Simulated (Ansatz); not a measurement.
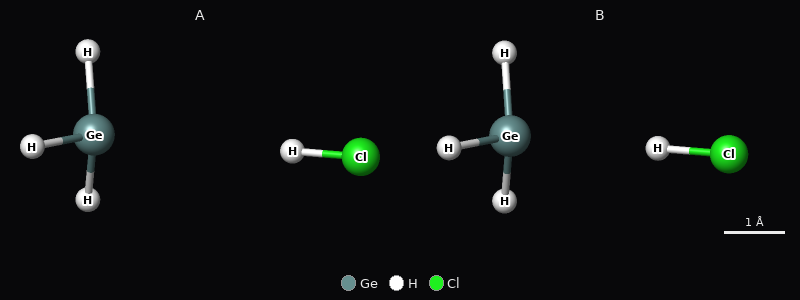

Two geometries of GeH₄Cl (multiplicity 2), drawn at one scale. One is the start of a relaxation, the other its converged end. A ball-and-stick model, seen at a tilt.

These are results of Ansatz 0.2.0, UHF/def2-SVP, not measurements. (collinear spin; force threshold 0.03 eV/Å; at most 50 steps)

Which geometry has the lower energy?

Structure A is the relaxed one. The run prepares an end point of a later path (reaction) calculation, from a guessed geometry. An H atom moves most after the best rigid fit: 0.64 Å. By element the largest moves are H 0.64 Å, Cl 0.59 Å, Ge 0.30 Å. Near-neighbour distances that change, for instance: Cl–H 1.324 → 1.272 Å. After 6 geometry steps the energy has fallen by 0.095 eV. The largest force component goes from 1.6 to 0.0043 eV/Å. The run took 10 s on 1 thread of Arm Neoverse V1, on a shared host, peak memory 0.15 GiB.

Limits of the set-up: the start holds two separate molecules, 2.8 Å apart at their closest, whose relative position is a soft coordinate and is computed without a dispersion correction; Hartree-Fock leaves out electron correlation.
